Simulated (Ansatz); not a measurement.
## BeSe: Se on a Be site (antisite)

Take an 8-atom supercell of BeSe in the zinc blende structure (space group F-43m, No. 216; a = 5.178 Å) at its relaxed geometry as the base.

The change: a neutral Se on a Be site (antisite), atoms relaxed at fixed cell, starting from a slightly rattled geometry.

Computed with Ansatz (an electronic-structure program), PBE, PAW, cutoff 420 eV, no spin-orbit coupling, earlier PAW set. Γ-centred 5×5×5 mesh, Fermi–Dirac width 0.01 eV.

```tsv
quantity	base	changed	shift
largest displacement of a host atom from its site in the perfect cell	–	0.36 Å	–
shift of the substituted atom off its lattice site	–	0.87 Å	–
```

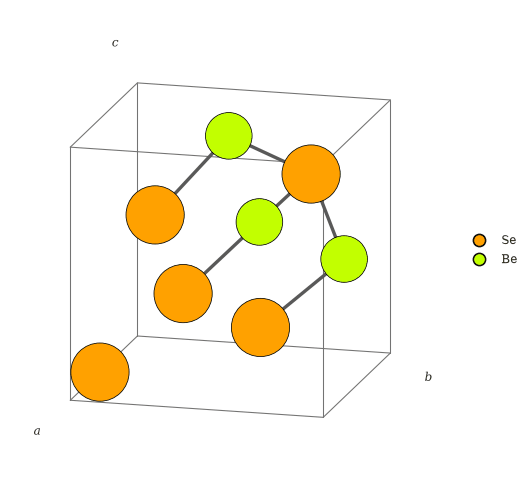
Figure: The relaxed cell after the change

The magnetic state is the one reached from the starting moments; the real material's order can differ, and small cells can't hold many antiferromagnetic ones. The cell is small, so the values are those of an ordered compound at a high defect concentration; dilute-limit values will differ. Seeded moments were not kept for Se on a Be site (antisite). The defect cell is spin-polarised and ends with 0.0 μB.
